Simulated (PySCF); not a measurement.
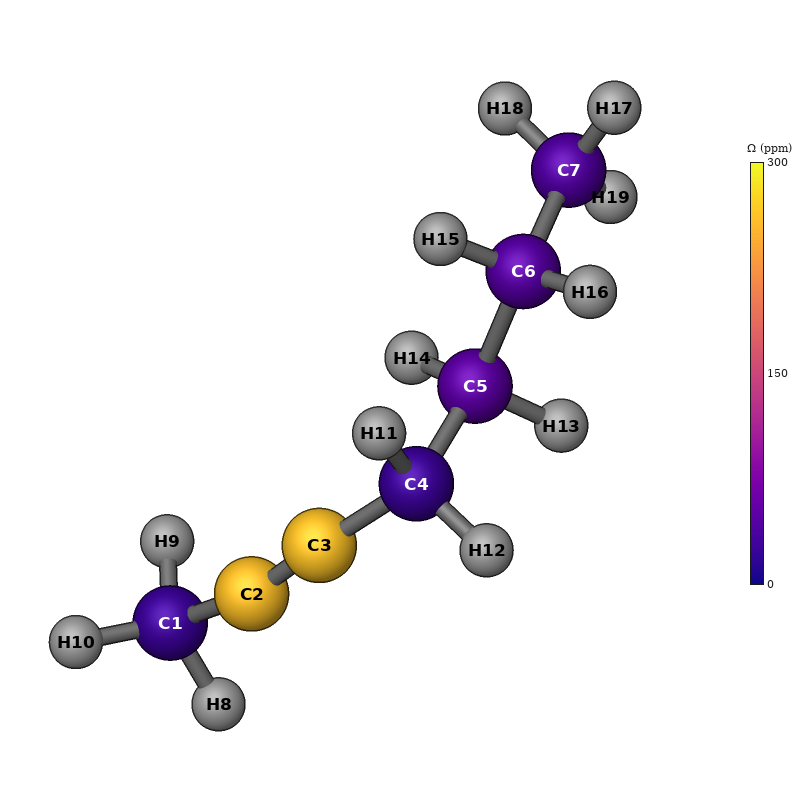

The C atoms are coloured by the span of their shielding tensor. Geometry: a frame of a GFN2-xTB molecular-dynamics simulation, not a minimum. Properties computed with GIAO PBE0/pcSseg-1 NMR shielding, non-relativistic, gas phase (PySCF 2.14.0). Principal shieldings σ11 ≤ σ22 ≤ σ33, span Ω = σ33 − σ11, skew κ = 3(σiso − σ22)/Ω.

Give the shielding tensors of the C atoms.

```json
{"atom": "C1", "σ11": "169.1", "σ22": "190.1", "σ33": "196.5", "σiso": "185.3", "Ω": "27.4", "κ": "−0.53"}
{"atom": "C2", "σ11": "8.8", "σ22": "22.9", "σ33": "268.7", "σiso": "100.1", "Ω": "259.9", "κ": "0.89"}
{"atom": "C3", "σ11": "6.3", "σ22": "26.5", "σ33": "268.6", "σiso": "100.4", "Ω": "262.3", "κ": "0.85"}
{"atom": "C4", "σ11": "140.2", "σ22": "164.2", "σ33": "167.6", "σiso": "157.3", "Ω": "27.4", "κ": "−0.75"}
{"atom": "C5", "σ11": "113.6", "σ22": "141.9", "σ33": "164.4", "σiso": "140.0", "Ω": "50.8", "κ": "−0.11"}
{"atom": "C6", "σ11": "129.4", "σ22": "148.3", "σ33": "175.4", "σiso": "151.0", "Ω": "45.9", "κ": "0.18"}
{"atom": "C7", "σ11": "165.9", "σ22": "172.0", "σ33": "208.7", "σiso": "182.2", "Ω": "42.7", "κ": "0.72"}
```

Shieldings and span in ppm.
